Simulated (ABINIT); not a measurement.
Band structure of PIr2 (Fm-3m, 3 atoms in the cell).

```
CELL_PARAMETERS angstrom
      0.00000     2.77874     2.77874
      2.77874     0.00000     2.77874
      2.77874     2.77874     0.00000
ATOMIC_POSITIONS crystal
  P  0.00000 0.00000 0.00000
  Ir 0.25000 0.25000 0.25000
  Ir 0.75000 0.75000 0.75000
```

Method of the run: LDA (PW92), PAW (JTH v2.0 LDA PAW) (plane waves; ABINIT).

Settings: pseudos = [P.LDA_PW-JTH.xml, Ir.LDA_PW-JTH.xml]; ecut = 42 Ry; pawecutdg = 84 Ry; ixc = 7; occopt = 7; tsmear = 0.00183747 Ha; ngkpt = 10 10 10; nshiftk = 1; shiftk = 0 0 0; potentials = JTH v2.0 LDA PAW; kptopt = 1; nstep = 50; toldfe1 = 1e-09 Ha.

The starting cell comes from a database of computed structures (which also holds hypothetical and non-ambient phases and stackings), without a prior relaxation at this level. Spin-orbit coupling is off. Spin polarisation is off; with an odd number of electrons in the cell that forces a metal, and a magnetic state may lie lower.

These are the values that this program gave, and no reference: the one-centre exchange-correlation terms come from a truncated expansion.

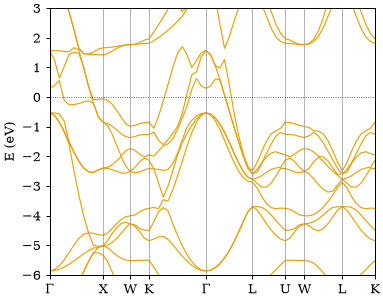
Figure. Bands along the path, energies from the Fermi level.

Levels in eV from the Fermi level, bands 15 to 22:
```csv
point,15,16,17,18,19,20,21,22
Γ,-0.53,0.29,1.57,1.57,4.33,4.33,4.33,4.94
X,-2.39,-0.86,-0.86,-0.06,1.42,1.66,5.29,6.38
W,-2.51,-1.73,-1.37,-0.99,1.77,1.77,7.21,7.21
K,-2.13,-1.95,-1.26,-0.85,1.81,1.96,5.23,7.66
L,-2.77,-2.59,-2.59,-2.49,3.60,4.33,4.33,7.66
U,-2.13,-1.95,-1.26,-0.85,1.81,1.96,5.23,7.66
```

Bands cross the Fermi level along this path, so the cell is metallic at this level.
